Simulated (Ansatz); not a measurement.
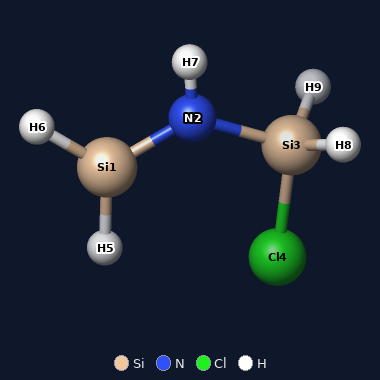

The system is ClH5NSi2, SMILES [SiH2+]N[SiH2]Cl, charge +1; the picture shows the reference structure. First axis: dihedral Si1–N2–Si3–Cl4. Second axis: dihedral H5–Si1–N2–Si3. Nothing is relaxed (all other coordinates rigid). The grid has 18 × 18 points; 230 points were computed and 94 follow by symmetry. Points are written as (first, second). Energies are in kcal/mol, from the lowest grid point. Method: Ansatz 0.2.0, RKS r2SCAN-D4/def2-SVP.

Its coordinates:

```xyz
9

Si   -0.7070    0.9851   -1.2058
N    -0.2157   -0.4182   -0.4692
Si    0.6398   -0.7066    1.1172
Cl    0.9045    1.1687    1.8853
H    -0.4560    2.2749   -0.5463
H    -1.3828    0.8542   -2.5093
H    -0.4243   -1.2811   -0.9876
H     1.9226   -1.3567    0.7785
H    -0.2812   -1.5204    1.9372
```

Range: dihedral Si1–N2–Si3–Cl4 from −180 to 160°; dihedral H5–Si1–N2–Si3 from −180 to 160°.

**Predict the map.**

The lowest grid point is at (0°, 0°); the map holds 2 wells of about this depth. There are further wells near (−120°, −180°) (1.1 kcal/mol above the lowest at that grid point); (−120°, 0°) (1.2 kcal/mol above the lowest at that grid point). The highest grid point, (−180°, 80°), lies 25.2 kcal/mol above the lowest. On the interpolated surface the easiest way out of the lowest well to the well at about (−115°, 0°) passes a barrier of about 1.8 kcal/mol. Round the minimum the two coordinates are nearly uncoupled.

| dihedral H5–Si1–N2–Si3 ↓, dihedral Si1–N2–Si3–Cl4 → | −160 | −120 | −80 | −40 | 0 | 40 | 80 | 120 | 160 |
| --- | --- | --- | --- | --- | --- | --- | --- | --- | --- |
| 160 | 4.8 | 3.2 | 3.4 | 3.0 | 2.0 | 3.0 | 3.8 | 3.2 | 4.4 |
| 120 | 18.6 | 16.7 | 16.4 | 15.8 | 14.1 | 15.8 | 17.2 | 16.6 | 17.8 |
| 80 | 24.5 | 22.9 | 23.2 | 21.8 | 19.9 | 21.8 | 22.8 | 23.0 | 24.9 |
| 40 | 10.1 | 8.9 | 9.6 | 8.5 | 7.0 | 8.4 | 8.9 | 9.0 | 10.7 |
| 0 | 2.6 | 1.2 | 1.7 | 1.1 | 0.0 | 1.1 | 1.7 | 1.2 | 2.6 |
| −40 | 10.7 | 9.0 | 8.9 | 8.4 | 7.0 | 8.5 | 9.6 | 8.9 | 10.1 |
| −80 | 24.9 | 23.0 | 22.8 | 21.8 | 19.9 | 21.8 | 23.2 | 22.9 | 24.5 |
| −120 | 17.9 | 16.6 | 17.2 | 15.8 | 14.1 | 15.8 | 16.4 | 16.7 | 18.6 |
| −160 | 4.4 | 3.2 | 3.8 | 3.0 | 2.0 | 3.0 | 3.4 | 3.2 | 4.8 |

The table holds every second grid line.

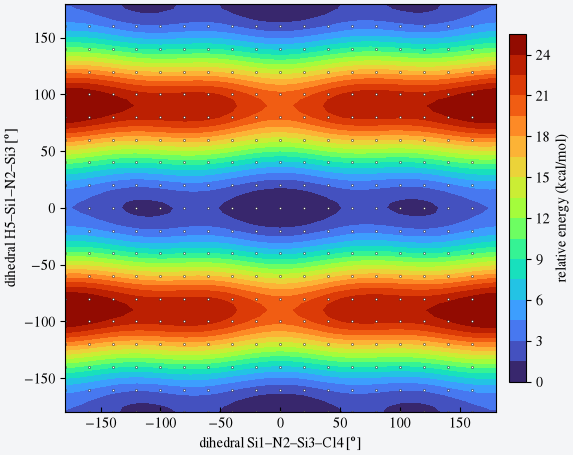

Drawn: filled contours, dots at the grid points. Between grid points the surface is interpolated.

Each point was launched as `ansatz run input.yaml --threads 1 --pin off --max-ram 2560MiB --backend cpu --events-out ev --progress --plain --runs-dir out`. Time for the 230 points that were run: 24 min on 1 thread of Arm Neoverse V1, with other jobs on the host.
